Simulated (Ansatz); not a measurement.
**C2H6FMoNO2 (SMILES C[N]=[Mo](=[O])([F])[O]C): density, localisation and related maps**

The calculation's input:

```
crystal:
  periodic: [false, false, false]
  atoms:
    - {symbol: C, position_ang: [0.681580, 0.569373, 2.130842]}
    - {symbol: N, position_ang: [0.502648, 0.696724, 0.728059]}
    - {symbol: Mo, position_ang: [-0.459138, 1.150111, -0.625683]}
    - {symbol: O, position_ang: [-1.926063, 1.700029, -0.021886]}
    - {symbol: F, position_ang: [0.447455, 2.480190, -1.570566]}
    - {symbol: O, position_ang: [-0.717043, -0.368430, -1.661023]}
    - {symbol: C, position_ang: [-0.267849, -1.698436, -1.622165]}
    - {symbol: H, position_ang: [0.891271, -0.473674, 2.388415]}
    - {symbol: H, position_ang: [1.537190, 1.170606, 2.454008]}
    - {symbol: H, position_ang: [-0.210088, 0.895564, 2.678391]}
    - {symbol: H, position_ang: [-1.101854, -2.358403, -1.367897]}
    - {symbol: H, position_ang: [0.531465, -1.824895, -0.885703]}
    - {symbol: H, position_ang: [0.110828, -1.973556, -2.609992]}
basis:
  gaussian: {orbitals: def2-TZVPP}
hamiltonian: {xc: pbe0, dispersion: d4}
output: {orbitals: {seedname: orbitals}}
```

Launched as:

```sh
ansatz run in.yaml --threads 2 --pin off --events-out ev --progress --plain --max-ram 32768MiB --backend cuda --devices 0, --max-vram 18GiB
```

Geometry: PBE0-D4/def2-TZVP; core potentials replace the inner electrons of Mo.

All numbers below come from RKS PBE0-D4/def2-TZVPP in Ansatz.

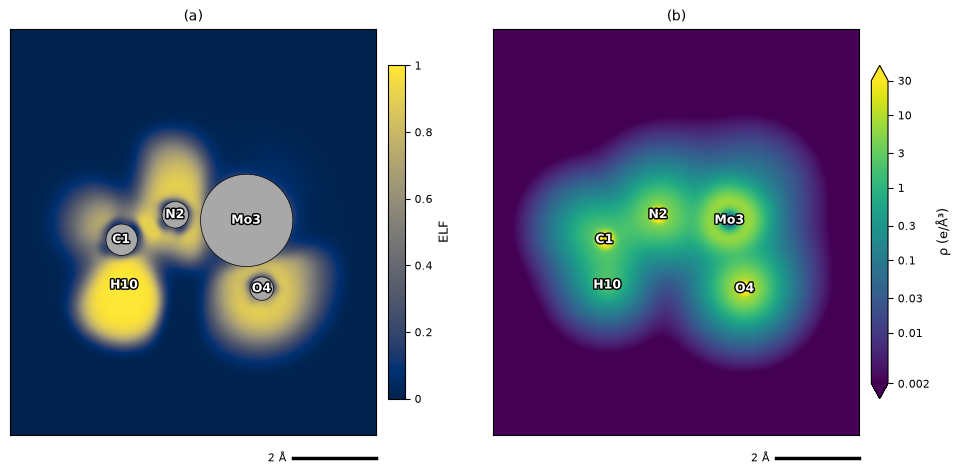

Figure 1. (a) ELF; (b) electron density on the plane of atoms C1, N2 and Mo3. Grey discs cover the atomic cores in the ELF map.

### What do the fields say about this system?

- The plane passes through C, N, Mo, O and H nuclei.
- C–N (1.42 Å): ρ at the midpoint is about 2 e/Å³; the ELF peaks at about 0.90 between the atoms (localised, covalent bonding).
- Mo–O (1.68 Å): the density is about 2 e/Å³ at the midpoint; the ELF peaks at about 0.80 in the valence shell of O, 0.5 Å from its nucleus, and drops to about 0.40 between the two atoms.
- Mo–N (1.72 Å): ρ is about 1.7 e/Å³ halfway; the ELF peaks at about 0.75 in the valence shell of N, 0.5 Å from its nucleus, and drops to about 0.35 between the two atoms.
- C–H (1.10 Å): the density is about 2 e/Å³ at the midpoint; the ELF climbs to about 1 towards the hydrogen, as it does in any bond to H (a covalent bond by its length).

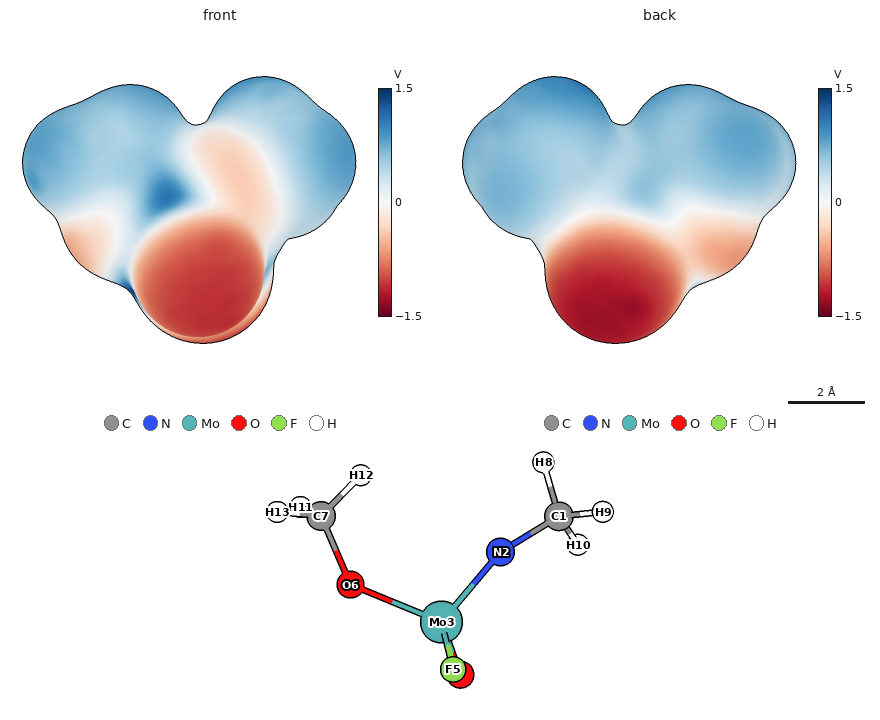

Figure 2. The molecular electrostatic potential painted on the density surface at 0.001 e/bohr³, seen from the front and from behind; red is negative and blue positive. The bare structure is drawn below in the same view.

### Where is the surface potential most negative and most positive?

The most negative region (about −1.3 V) lies over O4, the most positive (about +1.3 V) over Mo3. O4 is the likeliest acceptor of a hydrogen bond.

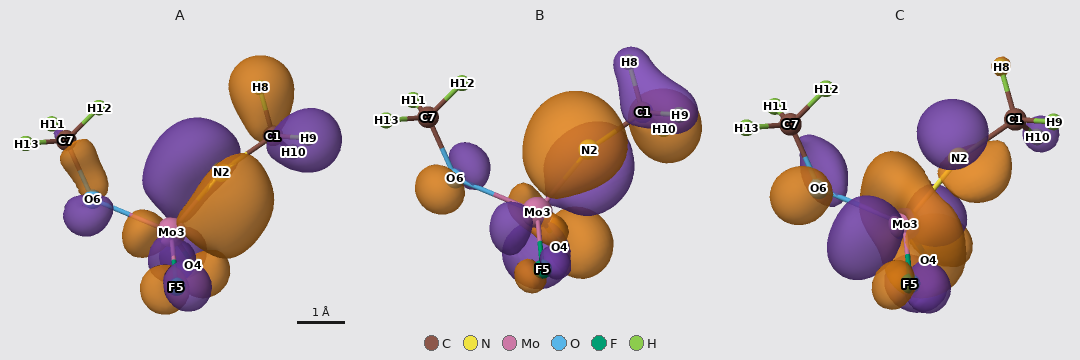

Figure 3. Three frontier orbitals at ±0.1 Å⁻³ᐟ² (orange and purple are the two phases), in no order.

### Order the three orbitals by energy and name them.

A is the HOMO−1 (−8.42 eV). It lies mainly on N2 (about 40 %), Mo3 (about 25 %), C1 (about 10 %) and F5 (about 5 %). B is the HOMO (−7.82 eV). By Hirshfeld shares it lies mainly on N2 (about 45 %), O4 (about 15 %), Mo3 (about 15 %) and C1 (about 10 %). C is the LUMO (−1.64 eV). By Hirshfeld shares it lies mainly on Mo3 (about 60 %), N2 (about 10 %), O4 (about 10 %), O6 (about 10 %) and F5 (about 5 %).

### What is the HOMO–LUMO gap?

6.18 eV between the orbital energies.
